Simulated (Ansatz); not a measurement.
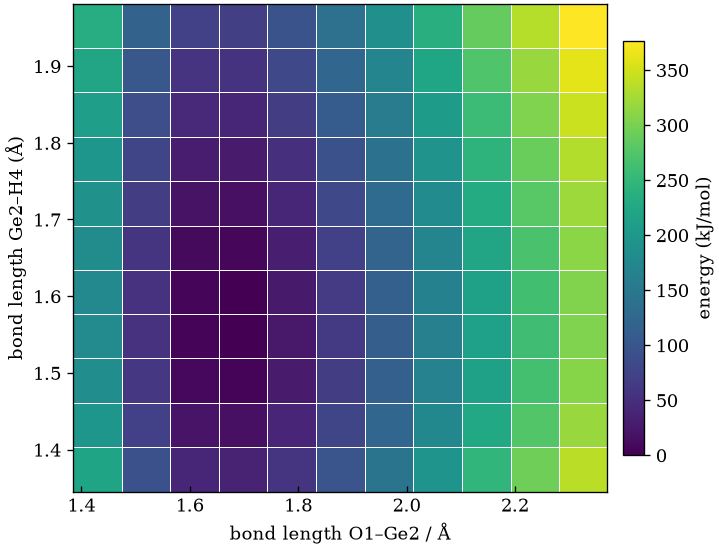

Energy landscape of FGeH₂O, SMILES [O-][GeH2][F], charge −1. Coordinates scanned: (1) bond length O1–Ge2; (2) bond length Ge2–H4. Nothing is relaxed (all other coordinates rigid). The grid has 11 × 11 points. Points are written as (first, second). Energies: kJ/mol, counted from the lowest grid point. The calculation used RHF/def2-SVPD in Ansatz 0.2.0.

Drawn: one coloured cell a grid point. 

Question: Summarise what can be read from the map.

Answer: The lowest grid point is at (1.698 Å, 1.548 Å). No other kind of well shows on this grid. The highest grid point, (2.326 Å, 1.952 Å), lies 376 kJ/mol above the lowest.

Grid values (kJ/mol):

```
bond length Ge2–H4 ↓, bond length O1–Ge2 →  1.429  1.519  1.608  1.698  1.788  1.878  1.967  2.057  2.147  2.237  2.326
                                     1.952    235    116     71     70     97    138    187    238    288    335    376
                                     1.895    222    102     56     55     81    123    171    222    272    319    361
                                     1.837    209     89     42     40     66    107    156    207    257    304    346
                                     1.779    198     77     29     27     53     94    142    193    243    290    333
                                     1.721    188     66     19     16     41     82    129    181    231    278    321
                                     1.663    181     59     10      7     32     72    120    171    221    269    312
                                     1.606    178     54      5      1     26     66    113    164    215    262    306
                                     1.548    178     54      4      0     24     64    111    162    213    260    304
                                     1.490    184     59      9      4     28     67    115    165    216    264    307
                                     1.432    197     71     20     15     38     78    125    176    226    274    318
                                     1.374    219     93     41     35     58     97    144    195    246    294    338
```

Each point was launched as `ansatz run input.yaml --threads 1 --pin off --max-ram 2560MiB --backend cpu --events-out ev --progress --plain --runs-dir out`. Time for the 121 points that were run: 9.2 min on 1 thread of Intel(R) Xeon(R) Platinum 8259CL CPU @ 2.50GHz (Skylake/Cascade Lake), on a shared host.
